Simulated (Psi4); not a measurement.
**[BH2F2]− (SMILES F[BH2-]F): HF/3-21G**

Aim: the vertical ionisation energy of [BH2F2]− at HF/3-21G, from 2 runs. 

Program for the calculation: Psi4 1.11.

2 further runs of the same task are left out: 2 set aside as unsound or not needed.

### Step 1. Starting point

The species is [BH2F2]− (5 atoms), meant as a singlet with charge -1. As SMILES, `F[BH2-]F`. Geometry: relaxed at GFN2-xTB.

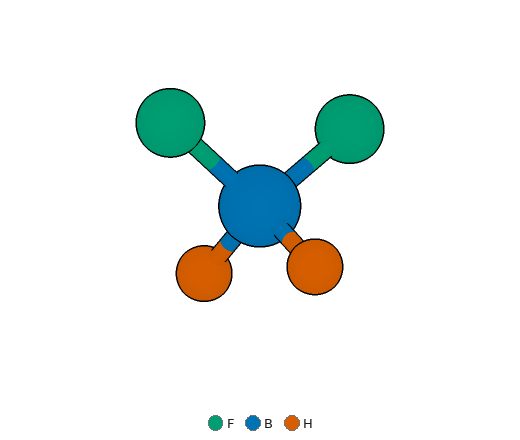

Viewed from a chosen angle; fluorine teal, boron blue, hydrogen orange.

### Step 2. A single-point energy at HF/3-21G

File job.inp:

```
memory 1600 mb

molecule geom {
  -1 1
  F
  B 1 1.425008
  F 2 1.424923 1 107.42003
  H 2 1.225472 3 109.02024 1 -117.97896
  H 2 1.22496 4 113.00632 1 -121.49617
  symmetry c1
  no_reorient
  no_com
}

set basis 3-21G
set puream true
set e_convergence 1e-09
set d_convergence 1e-08
set scf_type pk

e, wfn = energy('scf', return_wfn=True)
oeprop(wfn, 'MULLIKEN_CHARGES', 'DIPOLE', 'LOWDIN_CHARGES')
```

Started as:

```bash
$ psi4 -i job.inp -o job.out -n 1
```

job.out:

```text
[...]
  Running in c1 symmetry.
[...]
  Nuclear repulsion =   65.473355401322067
[...]
  Multiplicity = 1
[...]
  Nalpha       = 13
  Nbeta        = 13
[...]
    Number of basis functions: 31
[...]
   @RHF iter   1:  -223.58198379499865   -1.07737e+00   1.20115e-02 ADIIS/DIIS
[...]
   @RHF iter   9:  -223.62640316999352   -1.33582e-12   4.41381e-09 DIIS
[...]
    Orbital Energies [Eh]
    ---------------------
    Doubly Occupied:
       1A    -25.841498     2A    -25.840745     3A     -7.338555
       4A     -1.283083     5A     -1.249537     6A     -0.492077
       7A     -0.394967     8A     -0.390895     9A     -0.388811
      10A     -0.323449    11A     -0.302316    12A     -0.258299
      13A     -0.166442
[...]
  @RHF Final Energy:  -223.62640316999352
   => Energetics <=
    Nuclear Repulsion Energy =             65.4733554013220669
    One-Electron Energy =                -449.6581695534032974
    Two-Electron Energy =                 160.5584109820877075
    Total Energy =                       -223.6264031699935231
[...]
 Multipole Moments:
 ------------------------------------------------------------------------------------
     Multipole            Electronic (a.u.)      Nuclear  (a.u.)        Total (a.u.)
 ------------------------------------------------------------------------------------
 L = 1.  Multiply by 2.5417464519 to convert [e a0] to [Debye]
 Dipole X            :         -0.0053710            0.0027283           -0.0026427
 Dipole Y            :         -2.2467789            1.8367117           -0.4100673
 Dipole Z            :         -1.6489744            1.3482881           -0.3006863
 Magnitude           :                                                    0.5085021
[...]
  Mulliken Charges: (a.u.)
   Center  Symbol    Alpha    Beta     Spin     Total
       1     F     4.76280  4.76280  0.00000 -0.52561
       2     B     2.14513  2.14513  0.00000  0.70974
       3     F     4.76277  4.76277  0.00000 -0.52555
       4     H     0.66472  0.66472  0.00000 -0.32943
       5     H     0.66458  0.66458  0.00000 -0.32916
   Total alpha = 13.00000, Total beta = 13.00000, Total charge = -1.00000
  Lowdin Charges: (a.u.)
   Center  Symbol    Alpha    Beta     Spin     Total
       1     F     4.66721  4.66721  0.00000 -0.33441
[...]
```

It took 1.5 s on 1 thread of Intel Xeon 6975P-C (Granite Rapids), shared host; peak memory 0.18 GiB.

### Step 3. Doublet neutral BH2F2: energy and forces at UHF/3-21G

File calc.dat:

```
memory 1600 MB

molecule m {
  0 2
  F     -1.176970     0.624500     0.383180
  B      0.033530     0.014270    -0.056090
  F      0.407580    -0.947330     0.926670
  H     -0.171950    -0.560090    -1.118950
  H      0.907810     0.868650    -0.134810
  symmetry c1
}

set {
  basis 3-21G
  reference uhf
  puream true
  e_convergence 1e-09
  d_convergence 1e-08
  scf_type pk
  maxiter 200
}

e, wfn = gradient("hf", return_wfn=True)
oeprop(wfn, "MULLIKEN_CHARGES", "WIBERG_LOWDIN_INDICES", "DIPOLE")
```

Started as:

```bash
$ psi4 -n 1 calc.dat calc.out
```

calc.out:

```text
[...]
  Running in c1 symmetry.
[...]
  Nuclear repulsion =   65.473347089984955
[...]
  Multiplicity = 2
[...]
  Nalpha       = 13
  Nbeta        = 12
[...]
    Number of basis functions: 31
[...]
   @UHF iter   1:  -223.42748223244101   -9.22870e-01   1.13110e-02 ADIIS/DIIS
[...]
   @UHF iter  16:  -223.48499234598546   -3.78009e-12   6.59036e-09 DIIS
[...]
   @S^2 Observed:                7.754045258E-01
[...]
  @UHF Final Energy:  -223.48499234598546
   => Energetics <=
    Nuclear Repulsion Energy =             65.4733470899849550
    One-Electron Energy =                -441.9558284392688847
    Two-Electron Energy =                 152.9974890032984831
    Total Energy =                       -223.4849923459854608
  UHF NO Occupations:
  HONO-2 :   11  A 1.9984907
  HONO-1 :   12  A 1.9889329
[...]
  -Total Gradient:
     Atom            X                  Y                   Z
    ------   -----------------  -----------------  -----------------
       1       -0.041033932562     0.014620174477     0.023943139304
       2        0.071308864509     0.029460412797    -0.122510510816
       3        0.003980320975    -0.030025305439     0.039373356038
       4       -0.015124598866    -0.004344893158     0.031514926012
       5       -0.019130654057    -0.009710388676     0.027679089461
[...]
 Multipole Moments:
 ------------------------------------------------------------------------------------
     Multipole            Electronic (a.u.)      Nuclear  (a.u.)        Total (a.u.)
 ------------------------------------------------------------------------------------
 L = 1.  Multiply by 2.5417464519 to convert [e a0] to [Debye]
 Dipole X            :         -0.5554896            1.1281114            0.5726218
 Dipole Y            :         -0.2350624            0.4730045            0.2379421
 Dipole Z            :          0.9412023           -1.9222466           -0.9810442
 Magnitude           :                                                    1.1605861
[...]
  Mulliken Charges: (a.u.)
   Center  Symbol    Alpha    Beta     Spin     Total
       1     F     4.74940  4.65008  0.09931 -0.39948
       2     B     2.10097  2.32943 -0.22846  0.56960
       3     F     4.74934  4.65012  0.09922 -0.39946
       4     H     0.70094  0.18327  0.51766  0.11579
       5     H     0.69936  0.18709  0.51227  0.11355
   Total alpha = 13.00000, Total beta = 12.00000, Total charge = -0.00000
  Wiberg Bond Indices using Orthogonal Lowdin Orbitals:
  Total Bond Index:
[...]
```

It took 1.9 s on 1 thread of Intel Xeon 6975P-C (Granite Rapids), shared host; peak memory 0.18 GiB.

### Step 4. Outcome

Level: HF/3-21G.

```
                                                               quantity          value
                                         singlet [BH2F2]−: total energy  -223.62640 Eh
                                          singlet [BH2F2]−: HOMO energy       -4.53 eV
                                          singlet [BH2F2]−: LUMO energy       15.25 eV
singlet [BH2F2]−: HOMO–LUMO gap (to an unbound level, set by the basis)       19.78 eV
                                    doublet neutral BH2F2: total energy  -223.48499 Eh
                                   doublet neutral BH2F2: dipole moment         2.95 D
              doublet neutral BH2F2: HOMO energy (highest over α and β)      -14.33 eV
               doublet neutral BH2F2: LUMO energy (lowest over α and β)       -3.15 eV
                                            doublet neutral BH2F2: ⟨S²⟩          0.775
                        doublet neutral BH2F2: largest force on an atom     7.445 eV/Å
                    vertical detachment energy (to the doublet neutral)       3.848 eV
```

**Reading.** Removing an electron at fixed nuclei costs 3.85 eV (371 kJ/mol). The negative HOMO energy of the first species, 4.53 eV, lies 0.68 eV above that difference. Mulliken charges (doublet neutral BH2F2) run from -0.40 on F1 to +0.57 on B2.
